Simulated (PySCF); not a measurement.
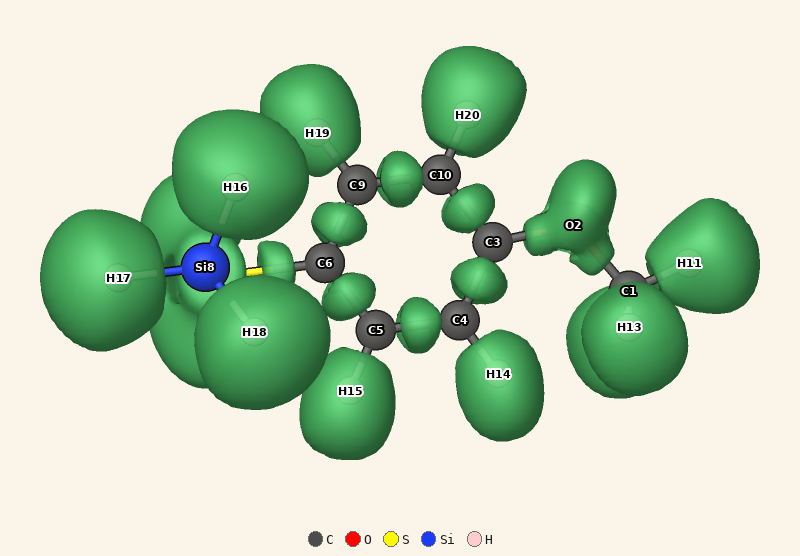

*C$_{7}$H$_{10}$OSSi. Isosurface of the ELF at 0.75 (green), seen at a tilt. Only the valence region is drawn (cores and ρ < 0.01 e/Å³ removed).*

Geometry: GFN2-xTB.

Computed with PySCF 2.14.0, PBE0/pcSseg-1, SCF density, gas phase, non-relativistic.

Input file:

```
{"job": {"kind": "nmr", "xc": "PBE0", "basis": "pcSseg-1"}, "charge": 0, "multiplicity": 1}
C     -3.607145     0.268939     0.498912
O     -2.684431    -0.766289     0.260568
C     -1.415393    -0.436131    -0.102977
C     -0.928858     0.862543    -0.209946
C      0.383578     1.078446    -0.594843
C      1.217564     0.010787    -0.871564
S      2.897358     0.305484    -1.399036
Si     3.838886     0.199314     0.522220
C      0.739320    -1.287793    -0.765554
C     -0.565179    -1.508783    -0.382111
H     -4.551094    -0.224188     0.725402
H     -3.734075     0.904835    -0.383085
H     -3.308586     0.885775     1.352733
H     -1.557783     1.713474    -0.000455
H      0.760736     2.086044    -0.684190
H      3.580302    -1.120945     1.084227
H      5.237821     0.430893     0.213681
H      3.258130     1.235755     1.368111
H      1.391573    -2.118031    -0.990617
H     -0.957871    -2.509452    -0.295419
```

Run with:

```sh
OMP_NUM_THREADS=1 python probes_run.py task.json out
```

**Where are the electrons localised?**

The ELF exceeds this value in six regions between bonded C–C atoms (shared pairs), one region between bonded C–S atoms (shared pairs), ten regions around hydrogen nuclei, one region on O in which the atom's valence shell and bonds are merged and one region on S in which the atom's valence shell and bonds are merged.

Values along the shortest contacts:
C–O (1.36 Å): the ELF peaks at about 0.90 between the atoms, as expected for a polar covalent bond. C–C (1.38 Å): the ELF peaks at about 0.95 between the atoms: a covalent bond.
